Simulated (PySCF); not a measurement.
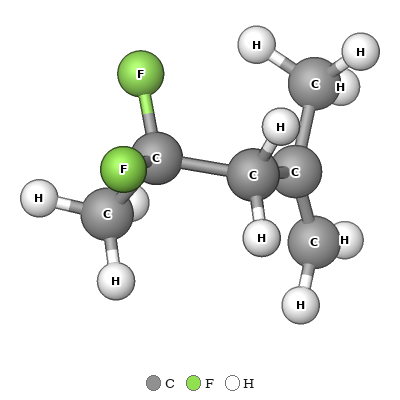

The molecule: C₆H₁₀F₂, SMILES C=C(C)CC(C)(F)F.

Vertical TDDFT excitations, PBE0/def2-SVPD, PySCF, at a GFN2-xTB geometry (no frequency check), gas phase.

What does its absorption spectrum look like?

The lowest singlet lies at 6.91 eV (179 nm, f = 0.106); the brightest of the first 6 is S2 at 7.08 eV (175 nm), f = 0.182, mainly HOMO → LUMO (51 %). No singlet lies below 3.1 eV (beyond 400 nm), so at this level no vertical transition falls in the visible.


| state | E (eV) | λ (nm) | f | main character |
| --- | --- | --- | --- | --- |
| S1 | 6.91 | 179 | 0.106 | HOMO → LUMO+1 (53 %) |
| S2 | 7.08 | 175 | 0.182 | HOMO → LUMO (51 %) |
| S3 | 7.82 | 159 | 0.007 | HOMO → LUMO+2 (89 %) |
| S4 | 8.06 | 154 | 0.011 | HOMO → LUMO+3 (48 %) |
| S5 | 8.08 | 153 | 0.017 | HOMO → LUMO+3 (42 %) |
| S6 | 8.35 | 149 | 0.021 | HOMO → LUMO+4 (70 %) |

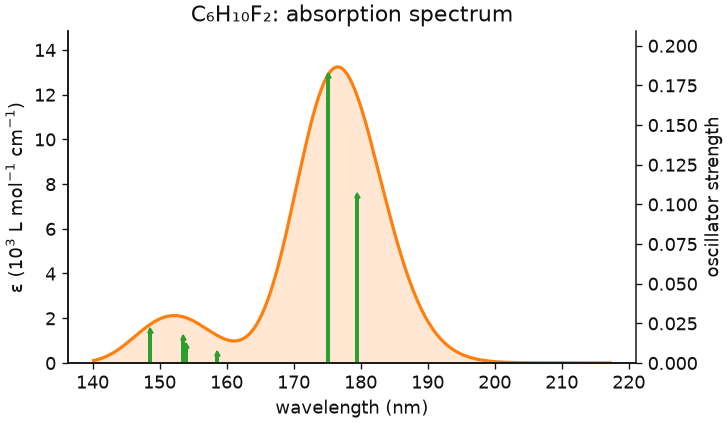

Only the first 6 singlet excitations are included; each is broadened by a Gaussian of 1/e half-width 0.33 eV. Sticks give oscillator strengths (right axis).

Known limits of this run: states above the negative HOMO energy depend on the basis; the tight-binding geometry is rougher than a DFT one and adds to the error; one conformer of a flexible molecule; core orbitals are frozen in the response.
